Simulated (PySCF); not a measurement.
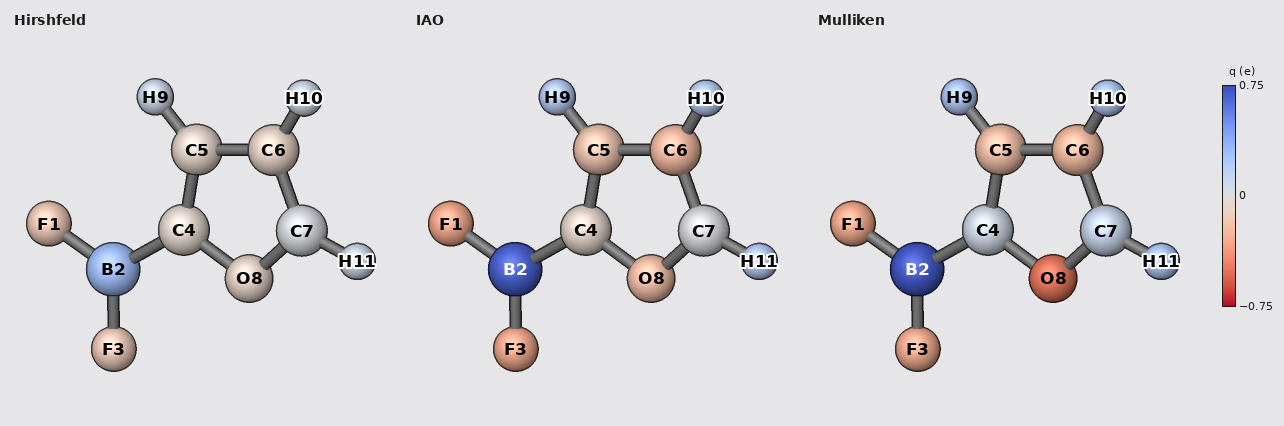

Atomic charges of one calculation by 3 schemes, on one colour scale. The computed structure is the end point of a PBE0-D3(BJ)/def2-SVP optimisation. No frequency run is at hand to confirm it as a minimum. Method: PBE0/6-31G (PySCF 2.14.0).

**Which scheme gives the most polar picture (largest mean size of the charges)?**

The Mulliken charges are the largest in size here, and the Hirshfeld charges the smallest.

**On which atom do the schemes disagree most?**

On B2 (from 0.27 to 0.70 e); O8 (from −0.49 to −0.07 e).

List the charges (e), one line for each set of equivalent atoms.

```tsv
atom	Hirshfeld	IAO	Mulliken
F1	−0.14	−0.30	−0.29
B2	0.27	0.67	0.70
F3	−0.13	−0.29	−0.29
C4	−0.04	−0.06	0.05
C5	−0.06	−0.16	−0.19
C6	−0.08	−0.22	−0.22
C7	0.03	0.02	0.10
O8	−0.07	−0.19	−0.49
H9	0.07	0.18	0.21
H10	0.07	0.18	0.20
H11	0.08	0.19	0.22
```
